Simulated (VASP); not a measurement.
# A VASP study of TiC (Khamrabaevite) (LDA): structure first, properties next, part 2 of 5

What structure does TiC (Khamrabaevite) take at this level, and what are its properties? The start is a cell from a database of measured crystal structures.

VASP 6.6.1; LDA; plane waves and PAW (Ti_sv, C).

So far. Step 2 (Relaxing cell and atoms (LDA)): It ends with forces that vanish by symmetry and a pressure of -0.04 GPa. The volume lies -4.3 % from that of the database's start, which holds the thermal and zero-point expansion of its experiment. LDA is known to overbind. Step 3 (Second relaxation): It ends with forces that vanish by symmetry and a pressure of 0.02 GPa. The volume moved by under 0.01 %: the run met its threshold at the first step.

## 4. Density, ELF and potential (LDA)

A single point on the relaxed cell gives a clean self-consistent state, with density, ELF and potential written out.

INCAR

```
SYSTEM = TiC
PREC = Accurate
ENCUT = 520
EDIFF = 1E-06
NELM = 100
ISMEAR = 0
SIGMA = 0.05
LREAL = .FALSE.
ALGO = Normal
GGA = CA
NBANDS = 14
LASPH = .TRUE.
LORBIT = 11
LWAVE = .FALSE.
LCHARG = .TRUE.
ISIF = 2
LELF = .TRUE.
LVHAR = .TRUE.
```

POSCAR

```
TiC
1.0
    0.0000000000      2.1322909251      2.1322909251
    2.1322909251      0.0000000000      2.1322909251
    2.1322909251      2.1322909251      0.0000000000
Ti C
1 1
Direct
    0.0000000000      0.0000000000      0.0000000000
    0.5000000000      0.5000000000      0.5000000000
```

KPOINTS

```
Automatic mesh
0
Gamma
11 11 11
0 0 0
```

PAW data sets: Ti_sv and C (LDA family, release 64).

The run is started by

```sh
> mpirun -np 2 vasp_std
```

The program printed:

```text
[banner, memory and clock lines left out]
running    2 mpi-ranks, on    1 nodes
 distrk:  each k-point on    2 cores,    1 groups
 distr:  one band on    1 cores,    2 groups

 POSCAR found type information on POSCAR TiC
 POSCAR found :  2 types and       2 ions
 LDA part: xc-table for (Slater(with rela. corr.)+CA(PZ))
 , standard interpolation
 POSCAR, INCAR and KPOINTS ok, starting setup
 FFT: planning ... GRIDC
 FFT: planning ... GRID_SOFT
 FFT: planning ... GRID
 WAVECAR not read
 entering main loop
       N       E                     dE             d eps       ncg     rms          rms(c)
DAV:   1     0.117734175345E+03    0.11773E+03   -0.80926E+03  1568   0.139E+03
DAV:   2    -0.182030224908E+02   -0.13594E+03   -0.12832E+03  1736   0.350E+02
[... 3 cycles as in an earlier step ...]
DAV:   6    -0.211758451133E+02    0.48070E+01   -0.13072E+01  2226   0.606E+01    0.691E+00
[... 1 cycle as in an earlier step ...]
DAV:   8    -0.205540705116E+02    0.31122E-01   -0.11405E-01  1730   0.387E+00    0.346E+00
DAV:   9    -0.205412867400E+02    0.12784E-01   -0.10610E-01  1986   0.394E+00    0.694E-01
DAV:  10    -0.205404975066E+02    0.78923E-03   -0.10521E-02  2048   0.139E+00    0.645E-01
DAV:  11    -0.205385832765E+02    0.19142E-02   -0.49009E-03  1694   0.105E+00    0.129E-01
DAV:  12    -0.205385746821E+02    0.85944E-05   -0.33569E-04  1772   0.219E-01    0.493E-02
DAV:  13    -0.205385643616E+02    0.10321E-04   -0.19990E-05  1904   0.379E-02    0.616E-03
DAV:  14    -0.205385639078E+02    0.45381E-06   -0.59342E-07  1234   0.123E-02
   1 F= -.20538564E+02 E0= -.20538274E+02  d E =-.580573E-03
```

Run time: 3.8 s. Hardware: 2 MPI ranks of Intel Xeon 6975P-C (Granite Rapids), shared host; peak memory 0.22 GiB.

OUTCAR, selected parts (step 4):

```text
The static configuration has the point symmetry O_h .

 Found     56 irreducible k-points:

   NELECT =      16.0000    total number of electrons

 E-fermi :   9.8963

  Total        0.0024925      0.0024925      0.0024925      0.0000000     -0.0000000      0.0000000
  in kB        0.2059603      0.2059603      0.2059603      0.0000000     -0.0000000      0.0000000
  external PRESSURE =       0.2059603 kB  Pullay stress =       0.0000000 kB

 POSITION                                       TOTAL-FORCE (eV/Angst)
 -----------------------------------------------------------------------------------
      0.00000      0.00000      0.00000        -0.000000      0.000000      0.000000
      2.13229      2.13229      2.13229         0.000000     -0.000000     -0.000000
 -----------------------------------------------------------------------------------
    total drift:                                0.000000     -0.000000     -0.000000

  FREE ENERGIE OF THE ION-ELECTRON SYSTEM (eV)
  ---------------------------------------------------
  free  energy   TOTEN  =       -20.5385639078 eV

  energy  without entropy=      -20.5379833348  energy(sigma->0) =      -20.53827362

[... 16 parts as in an earlier step ...]
```

Numbers from this step:

- SCF cycles: 14

Valence electrons inside each PAW sphere by angular momentum. Sphere charges, by row:

```
atom  s (e)  p (e)  d (e)  tot (e)
 Ti1  2.211  6.275  2.039    10.53
  C2  0.892  1.528      0     2.42
```

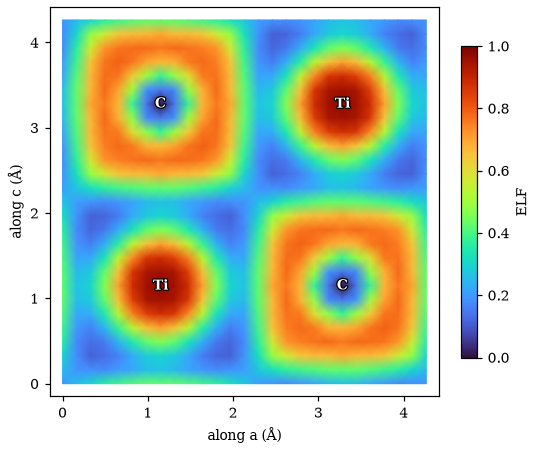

ELF in the ac plane of the conventional cell at fractional y = 0.000, with atoms of Ti and C within 0.2 Å of it. It is the smooth field of the valence electrons, not physical close to the nuclei. The map starts off the cell's origin, so that atoms lie inside it.

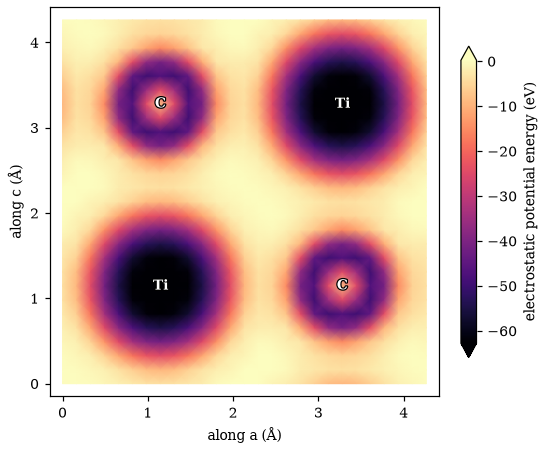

Electrostatic potential energy in the ac plane of the conventional cell at fractional y = 0.000, with atoms of Ti and C within 0.2 Å of it. With pseudopotentials it is smooth inside the atoms' cores, unlike the true potential. The map starts off the cell's origin, so that atoms lie inside it.

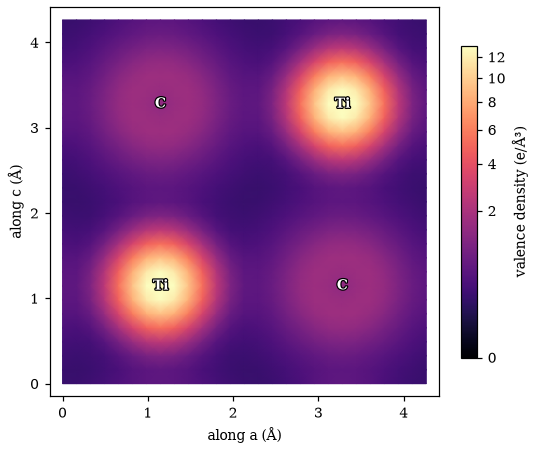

Valence density in the ac plane of the conventional cell at fractional y = 0.000, with atoms of Ti and C within 0.2 Å of it. It is the smooth field of the valence electrons, not physical close to the nuclei. The map starts off the cell's origin, so that atoms lie inside it. The colour scale is stretched toward low values.

In this run the pressure is 0.02 GPa, small enough to go on.

## 5. Band structure (LDA)

Levels along the symmetry lines show where the bands peak and cross; KPOINTS_OPT computes them in the converged potential.

INCAR

```
SYSTEM = TiC
PREC = Accurate
ENCUT = 520
EDIFF = 1E-06
NELM = 100
ISMEAR = 0
SIGMA = 0.05
LREAL = .FALSE.
ALGO = Normal
GGA = CA
NBANDS = 20
LASPH = .TRUE.
LORBIT = 11
LWAVE = .FALSE.
LCHARG = .FALSE.
KPAR = 2
```

POSCAR is that of step 4.

KPOINTS is that of step 4.

KPOINTS_OPT

```
Line mode
16
Line-mode
Reciprocal
  0.00000000   0.00000000   0.00000000 GAMMA
  0.50000000   0.00000000   0.50000000 X

  0.50000000   0.00000000   0.50000000 X
  0.50000000   0.25000000   0.75000000 W

  0.50000000   0.25000000   0.75000000 W
  0.37500000   0.37500000   0.75000000 K

  0.37500000   0.37500000   0.75000000 K
  0.00000000   0.00000000   0.00000000 GAMMA

  0.00000000   0.00000000   0.00000000 GAMMA
  0.50000000   0.50000000   0.50000000 L

  0.50000000   0.50000000   0.50000000 L
  0.62500000   0.25000000   0.62500000 U

  0.62500000   0.25000000   0.62500000 U
  0.50000000   0.25000000   0.75000000 W

  0.50000000   0.25000000   0.75000000 W
  0.50000000   0.50000000   0.50000000 L

  0.50000000   0.50000000   0.50000000 L
  0.37500000   0.37500000   0.75000000 K

  0.62500000   0.25000000   0.62500000 U
  0.50000000   0.00000000   0.50000000 X
```

The run is started by

```sh
> mpirun -np 2 vasp_std
```

The program printed:

```text
[... set-up lines as in an earlier step ...]
 entering main loop
       N       E                     dE             d eps       ncg     rms          rms(c)
DAV:   1     0.119358904721E+03    0.11936E+03   -0.70786E+03  2256   0.959E+02
DAV:   2    -0.185411862591E+02   -0.13790E+03   -0.12676E+03  2304   0.273E+02
DAV:   3    -0.258381947546E+02   -0.72970E+01   -0.71812E+01  2740   0.623E+01
DAV:   4    -0.259805893067E+02   -0.14239E+00   -0.14221E+00  2560   0.853E+00
DAV:   5    -0.259828817121E+02   -0.22924E-02   -0.22923E-02  2620   0.982E-01    0.189E+01
DAV:   6    -0.212214866782E+02    0.47614E+01   -0.46646E+00  3000   0.424E+01    0.706E+00
DAV:   7    -0.205805643560E+02    0.64092E+00   -0.11799E+00  2736   0.155E+01    0.526E+00
DAV:   8    -0.205424378411E+02    0.38127E-01   -0.12410E-01  2904   0.346E+00    0.258E+00
DAV:   9    -0.205420659148E+02    0.37193E-03   -0.44763E-02  3036   0.194E+00    0.792E-01
DAV:  10    -0.205408667162E+02    0.11992E-02   -0.49108E-03  2388   0.769E-01    0.659E-01
DAV:  11    -0.205386747340E+02    0.21920E-02   -0.14568E-03  2604   0.643E-01    0.164E-01
DAV:  12    -0.205385706533E+02    0.10408E-03   -0.20739E-04  2916   0.149E-01    0.418E-02
DAV:  13    -0.205385667051E+02    0.39482E-05   -0.19736E-05  2424   0.458E-02    0.296E-02
DAV:  14    -0.205385639369E+02    0.27682E-05   -0.45237E-06  2440   0.299E-02    0.457E-03
DAV:  15    -0.205385638969E+02    0.40006E-07   -0.49032E-07  1656   0.631E-03
   1 F= -.20538564E+02 E0= -.20538274E+02  d E =-.580544E-03
 Start KPOINTS_OPT (optional k-point list driver)
k-point batch [1-56\160]
       N       E                     dE             ncg
DAV:   1    -0.232101493409E+04   -0.38556E+05     2264
DAV:   2    -0.986878344147E+04   -0.75478E+04     2344
DAV:   3    -0.102362580279E+05   -0.36747E+03     2896
DAV:   4    -0.102433583256E+05   -0.71003E+01     2524
DAV:   5    -0.102434418162E+05   -0.83491E-01     2672
DAV:   6    -0.102434430938E+05   -0.12775E-02     2660
DAV:   7    -0.102434431176E+05   -0.23849E-04     2716
DAV:   8    -0.102434431181E+05   -0.41732E-06     2168
[...]
k-point batch [113-160\160]
       N       E                     dE             ncg
DAV:   1     0.430519078502E+04   -0.37744E+05     1920
DAV:   2    -0.220216498689E+04   -0.65074E+04     2008
DAV:   3    -0.252430894597E+04   -0.32214E+03     2372
DAV:   4    -0.252990026742E+04   -0.55913E+01     2276
DAV:   5    -0.252995949594E+04   -0.59229E-01     2280
DAV:   6    -0.252996033743E+04   -0.84149E-03     2332
DAV:   7    -0.252996035303E+04   -0.15605E-04     2200
DAV:   8    -0.252996035331E+04   -0.27428E-06     1836
```

Elapsed: 9.2 s, on 2 MPI ranks; peak memory 0.28 GiB; 17 s of CPU time.

OUTCAR, selected parts (step 5):

```text
   k-points           NKPTS =     56   k-points in BZ     NKDIM =     56   number of bands    NBANDS=     20

   NELECT =      16.0000    total number of electrons

 E-fermi :   9.8965

 k-point     1 :       0.0000    0.0000    0.0000
  band No.  band energies     occupation
      1     -45.9559      2.00000
      2     -22.3337      2.00000
      3     -22.3337      2.00000
      4     -22.3337      2.00000
      5      -2.6253      2.00000
      6      10.4383      0.00000
      7      10.4383      0.00000
      8      10.4383      0.00000
      9      11.5461      0.00000
     10      11.5461      0.00000
    ...

  Total       -0.0014452     -0.0014452     -0.0014452      0.0000000      0.0000000     -0.0000000
  in kB       -0.1194203     -0.1194203     -0.1194203      0.0000000      0.0000000     -0.0000000
  external PRESSURE =      -0.1194203 kB  Pullay stress =       0.0000000 kB

  FREE ENERGIE OF THE ION-ELECTRON SYSTEM (eV)
  ---------------------------------------------------
  free  energy   TOTEN  =       -20.5385638969 eV

  energy  without entropy=      -20.5379833531  energy(sigma->0) =      -20.53827363

[... 9 parts as in an earlier step ...]

[... 8 further parts left out ...]
```

This step gave:

```
SCF cycles : 15
bands      : 20
pressure   : -0.01194 GPa
```

Electronic bands along the path, in eV, zero at the Fermi level; # counts the bands kept, so #1 is VASP's band 5:

```
    point      #1     #2     #3     #4     #5    #6    #7    #8
        Γ  -12.52   0.54   0.54   0.54   1.65  1.65  1.65  1.71
        X  -10.21  -3.50  -1.92  -0.07  -0.07  2.79  3.60  3.60
        W   -9.54  -3.30  -3.30  -2.90   2.81  2.81  3.60  5.44
        K   -9.62  -3.69  -3.47  -1.87   1.40  3.18  3.93  5.67
        Γ  -12.52   0.54   0.54   0.54   1.65  1.65  1.65  1.71
        L   -8.76  -6.14  -3.15  -3.15   2.95  2.95  4.23  8.44
        U   -9.62  -3.69  -3.47  -1.87   1.40  3.18  3.93  5.67
        W   -9.54  -3.30  -3.30  -2.90   2.81  2.81  3.60  5.44
        L   -8.76  -6.14  -3.15  -3.15   2.95  2.95  4.23  8.44
        K   -9.62  -3.69  -3.47  -1.87   1.40  3.18  3.93  5.67
jump to U   -9.62  -3.69  -3.47  -1.87   1.40  3.18  3.93  5.67
        X  -10.21  -3.50  -1.92  -0.07  -0.07  2.79  3.60  3.60
```

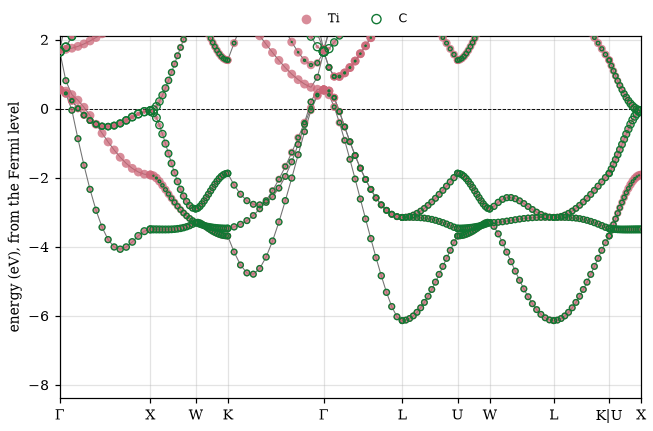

Electronic bands along the path; dots are coloured as in the legend, and their area grows with the weight.

There is no gap at this level.

Of the bands kept, 4 cross the Fermi level on this path.

## 6. Density of states (LDA)

Here the states are counted by energy and projected on the atoms. The mesh is finer than in the run before.

INCAR, as its differences from that of step 5:

```diff
@@ -5,3 +5,3 @@
 NELM = 100
-ISMEAR = 0
+ISMEAR = -5
 SIGMA = 0.05
@@ -16 +16,2 @@
 KPAR = 2
+NEDOS = 2001
```

POSCAR is that of step 5.

KPOINTS

```
Automatic mesh
0
Gamma
16 16 16
0 0 0
```

The run is started by

```sh
> mpirun -np 2 vasp_std
```

The program printed:

```text
[... set-up lines as in an earlier step ...]
 entering main loop
       N       E                     dE             d eps       ncg     rms          rms(c)
DAV:   1     0.120426953083E+03    0.12043E+03   -0.71704E+03  5912   0.954E+02
DAV:   2    -0.187338849823E+02   -0.13916E+03   -0.12871E+03  5932   0.274E+02
DAV:   3    -0.258192965651E+02   -0.70854E+01   -0.69572E+01  7044   0.619E+01
DAV:   4    -0.259804910267E+02   -0.16119E+00   -0.16097E+00  6776   0.881E+00
DAV:   5    -0.259831024654E+02   -0.26114E-02   -0.26114E-02  6692   0.105E+00    0.189E+01
DAV:   6    -0.212189625461E+02    0.47641E+01   -0.46561E+00  7856   0.424E+01    0.704E+00
DAV:   7    -0.205791403411E+02    0.63982E+00   -0.11673E+00  7040   0.155E+01    0.525E+00
DAV:   8    -0.205421106059E+02    0.37030E-01   -0.12509E-01  7596   0.347E+00    0.256E+00
DAV:   9    -0.205417042121E+02    0.40639E-03   -0.44138E-02  7864   0.185E+00    0.773E-01
DAV:  10    -0.205409038609E+02    0.80035E-03   -0.42728E-03  6224   0.672E-01    0.663E-01
DAV:  11    -0.205386873238E+02    0.22165E-02   -0.15548E-03  6588   0.667E-01    0.184E-01
DAV:  12    -0.205385739986E+02    0.11333E-03   -0.22418E-04  7572   0.162E-01    0.466E-02
DAV:  13    -0.205385695611E+02    0.44375E-05   -0.24210E-05  6268   0.509E-02    0.319E-02
DAV:  14    -0.205385688810E+02    0.68008E-06   -0.54879E-06  6384   0.331E-02
   1 F= -.20538569E+02 E0= -.20538569E+02  d E =0.000000E+00
 -----------------------------------------------------------------------------
|                                                                             |
|           W    W    AA    RRRRR   N    N  II  N    N   GGGG   !!!           |
|           W    W   A  A   R    R  NN   N  II  NN   N  G    G  !!!           |
|           W    W  A    A  R    R  N N  N  II  N N  N  G       !!!           |
|           W WW W  AAAAAA  RRRRR   N  N N  II  N  N N  G  GGG   !            |
|           WW  WW  A    A  R   R   N   NN  II  N   NN  G    G                |
|           W    W  A    A  R    R  N    N  II  N    N   GGGG   !!!           |
|                                                                             |
|     Tetrahedron method does not include variations of the Fermi             |
|     occupations, so forces and stress will be inaccurate. We suggest        |
|     using a different smearing scheme ISMEAR = 1 or 2 for metals in         |
|     relaxations.                                                            |
|                                                                             |
 -----------------------------------------------------------------------------
```

Run time: 9.4 s. Hardware: 2 MPI ranks; peak memory 0.31 GiB.

OUTCAR, selected parts (step 6):

```text
   k-points           NKPTS =    145   k-points in BZ     NKDIM =    145   number of bands    NBANDS=     20

   NELECT =      16.0000    total number of electrons

 E-fermi :   9.8107

 k-point     1 :       0.0000    0.0000    0.0000
  band No.  band energies     occupation
      1     -45.9510      2.00000
      2     -22.3290      2.00000
      3     -22.3290      2.00000
      4     -22.3290      2.00000
      5      -2.6261      2.00000
      6      10.4412      0.00000
      7      10.4412      0.00000
      8      10.4412      0.00000
      9      11.5445      0.00000
     10      11.5445      0.00000
    ...

  Total       -0.0153358     -0.0153358     -0.0153358     -0.0000000      0.0000000     -0.0000000
  in kB       -1.2672087     -1.2672087     -1.2672087     -0.0000000      0.0000000     -0.0000000
  external PRESSURE =      -1.2672087 kB  Pullay stress =       0.0000000 kB

 POSITION                                       TOTAL-FORCE (eV/Angst)
 -----------------------------------------------------------------------------------
      0.00000      0.00000      0.00000        -0.000000     -0.000000     -0.000000
      2.13229      2.13229      2.13229         0.000000      0.000000      0.000000
 -----------------------------------------------------------------------------------
    total drift:                                0.000000     -0.000000     -0.000000

  FREE ENERGIE OF THE ION-ELECTRON SYSTEM (eV)
  ---------------------------------------------------
  free  energy   TOTEN  =       -20.5385688810 eV

  energy  without entropy=      -20.5385688810  energy(sigma->0) =      -20.53856888

[... 6 parts as in an earlier step ...]

[... 10 further parts left out ...]
```

With tetrahedra the forces and stress of a metal are not exact derivatives of the energy.

This step gave:

```yaml
scf_cycles: 14
irreducible_k_points: 145
fermi_energy: 9.811 eV
pressure: -0.1267 GPa
dos_at_the_fermi_level: 0.2510 states/eV/cell
```

The density of states has structure finer than the step of the table below, so its rows give means over 1 eV, whole bins alone (the curve runs from -12.0 to 1.79 eV). Peaks (eV: height): total -9.4: 1.86, -4.0: 1.33, -3.0: 3.47, -2.5: 3.11; Ti d -9.4: 0.213, -4.0: 0.275, -3.0: 1.17, -2.5: 1.17; C p -4.0: 0.336, -3.0: 0.864, -2.5: 0.836; Ti p -9.3: 0.119, -3.4: 0.113, -3.1: 0.234; Ti s -10.1: 0.0462, -4.6: 0.0751, -2.5: 0.019.

States under -12.0 eV and over 1.8 eV are left out. Density of states against energy, zero at the Fermi level; means over each step; values in states/eV/cell:

```
energy (eV)   total     Ti d      C p    Ti p     Ti s      C s
        -11   0.245  0.00352  0.00208  0.0114   0.0280   0.0909
        -10   0.883   0.0867  0.00443  0.0430   0.0375    0.373
         -9   0.784   0.0713  0.00210  0.0578  0.00892    0.354
         -8       0        0        0       0        0        0
         -7       0        0        0       0        0        0
         -6  0.0688   0.0127   0.0145  9.6e-4  0.00844   8.4e-4
         -5   0.542    0.111    0.121  0.0159   0.0501  0.00911
         -4    1.03    0.206    0.255  0.0711   0.0522   0.0151
         -3    2.07    0.689    0.522   0.119  0.00967  0.00753
         -2    1.57    0.610    0.401  0.0516  0.00785  0.00477
         -1   0.596    0.216    0.166  0.0243  0.00202  0.00177
          0   0.299    0.121   0.0732  0.0133   6.2e-4   5.3e-4
          1   0.649    0.401   0.0800  0.0125  0.00332  0.00241
```

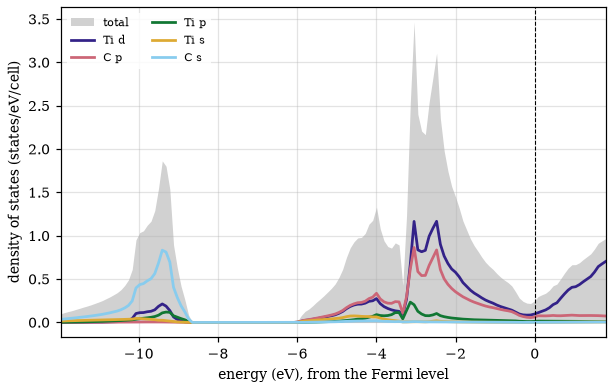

Density of states, plotted against energy.

The finer mesh and the other smearing move the Fermi level by -0.09 eV from the 11×11×11 run, one measure of the sampling error in the zero of the bands above. Of the states within 0.3 eV of the Fermi level, the largest shares in the PAW spheres are Ti d 39 % and C p 25 %. The rest lies in smaller channels or between the spheres.

[end of part 2 of 5]

[Lines on the potential files, build, host, timing and source positions are cut from VASP's logs without a mark.]

[Logs are printed without paths, hosts, clocks, repeated set-up lines and the standing remarks that a program may print on its own settings, such as how far it seeks lower states.]

[Hosts, paths, dates, database ids (printed as entryN), source tags and the programs' standing remarks are cut or masked in the printed files.]

[A measured line is paired with the nearest computed mode of its activity, which favours agreement.]
